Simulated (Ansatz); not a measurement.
# Ni: the cost of one run

Program: Ansatz 0.2.0. Level of theory: DFT LDA, PAW, plane waves, scalar-relativistic. These are calculated values, not measurements.

### Step 1. The structure to begin with

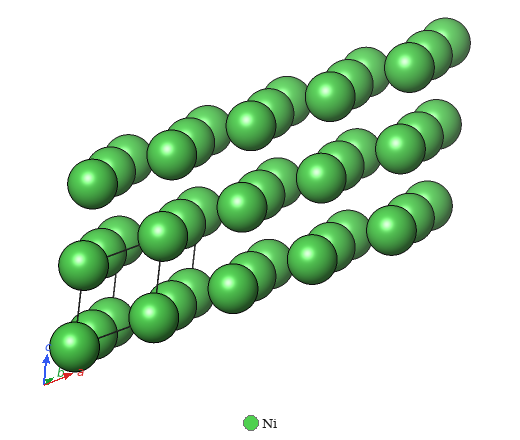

Start, viewed slightly off an axis; nickel green. 4×1×2 cells are drawn. Atoms on the faces are drawn again on the opposite ones.

Coordinates:

```cif
data_structure
_symmetry_space_group_name_H-M 'P 1'
_symmetry_Int_Tables_number 1
_cell_length_a 2.4981
_cell_length_b 4.9961
_cell_length_c 2.4981
_cell_angle_alpha 60.000
_cell_angle_beta 60.000
_cell_angle_gamma 60.000
_cell_volume 22.05
loop_
_atom_site_label
_atom_site_type_symbol
_atom_site_fract_x
_atom_site_fract_y
_atom_site_fract_z
_atom_site_occupancy
Ni1 Ni 0.00000 0.00000 0.00000 1
Ni2 Ni 0.00000 0.50000 0.00000 1
```

Atoms are counted from 1 in the order of input.yaml (Ni2 and so on).

Planned first: parallel moments, plain SCF; opposed moments +-, plain SCF; no spin polarisation; spin on, no moments given (the program may seed its own), plain SCF. Further starts follow from what these give.

A plain SCF has the search for lower states switched off and ends at the first converged state. Ends within 0.2 meV/atom and 0.1 μB count as one state.

Site moments are integrals over atomic spheres and don't add up to the total.

### Step 2. Parallel moments, plain SCF

input.yaml reads:

```yaml
crystal:
  lattice:
    - [0.0, 1.7664, 1.7664]
    - [3.5328, 0.0, 3.5328]
    - [1.7664, 1.7664, 0.0]
  atoms:
    - { symbol: Ni, position: [0.0, 0.0, 0.0], spin: 2.0 }
    - { symbol: Ni, position: [0.0, 0.5, 0.0], spin: 2.0 }
magnetization:
  spin_polarized: true
hamiltonian:
  xc: lda
  pseudopotentials: { kind: paw }
basis:
  ecutwfc: 420
kpoints:
  mp_grid: { grid: [14, 7, 14] }
scf:
  occupations: { method: fermi_dirac, width: 0.1 }
  lower_state_search: "off"
output:
  forces: true
  stress: true
```

What time and memory should one allow on 2 threads of an x86-64 CPU, shared host?

About 5.1 s, with a peak of 0.43 GiB.
